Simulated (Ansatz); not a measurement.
# F₄H₂NTa···HCl: what the fields show

Input file:

```
crystal:
  periodic: [false, false, false]
  atoms:
    - { symbol: Ta, position_ang: [-0.254202, -0.17105, 0.214262] }
    - { symbol: Cl, position_ang: [3.284365, -0.859304, -0.470371] }
    - { symbol: F, position_ang: [0.52331, 0.929854, 1.545304] }
    - { symbol: F, position_ang: [0.488595, 0.83948, -1.187341] }
    - { symbol: F, position_ang: [-2.0204, 0.290418, 0.615512] }
    - { symbol: F, position_ang: [-0.694008, -1.59654, -0.954884] }
    - { symbol: "N", position_ang: [0.510368, -1.726158, 1.404218] }
    - { symbol: H, position_ang: [0.339055, -2.715108, 1.199882] }
    - { symbol: H, position_ang: [0.878615, -1.577039, 2.348743] }
    - { symbol: H, position_ang: [2.516303, -1.543654, 0.399575] }
basis:
  gaussian: { orbitals: def2-SVP }
hamiltonian:
  xc: pbe
relax:
  f_tol: 0.03
  max_steps: 50
output:
  orbitals: {}
```

Run with:

```sh
ansatz run input.yaml --threads 4 --pin off --max-ram 5120MiB --backend cpu --events-out ev --progress --plain --runs-dir out
```

The fields are those of the run's last geometry, not of the input's.

Core potentials replace the inner electrons of Ta.

Method: Ansatz 0.2.0, RKS PBE/def2-SVP.

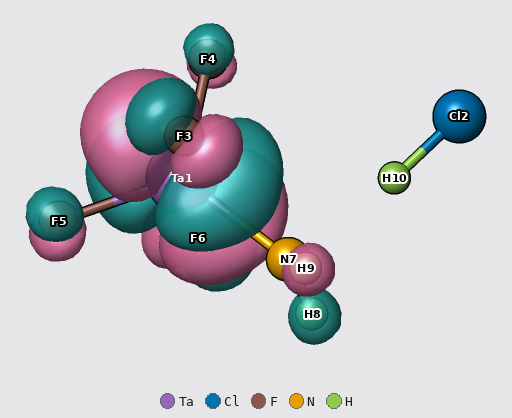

Figure 1. The LUMO at ±0.1 Å⁻³ᐟ² (teal and pink are the two phases), seen at a tilt.

> Describe this orbital and give its energy.

By Hirshfeld shares it lies mainly on Ta1 (about 70 %), F3 (about 10 %) and F6 (about 10 %). Its energy is −3.63 eV.

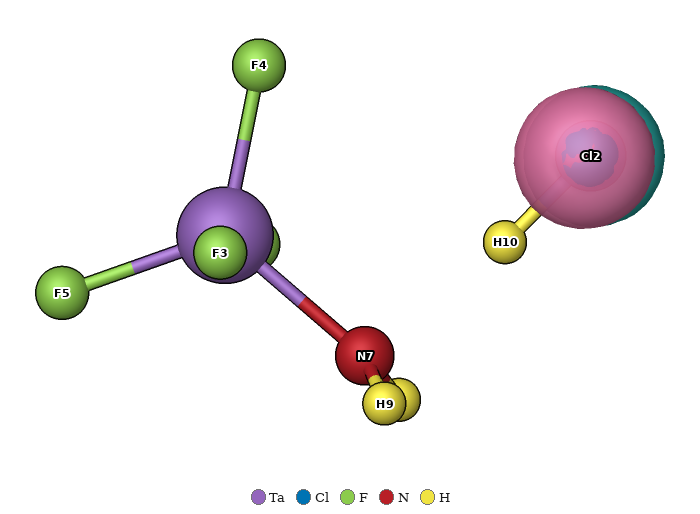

Figure 2. The HOMO at ±0.3 Å⁻³ᐟ² (teal and pink are the two phases), seen at a tilt.

> Where does this orbital lie, and at what energy?

Its weight (Hirshfeld) is mainly on Cl2 (about 95 %); largely a lone pair of Cl2. Its energy is −7.13 eV.
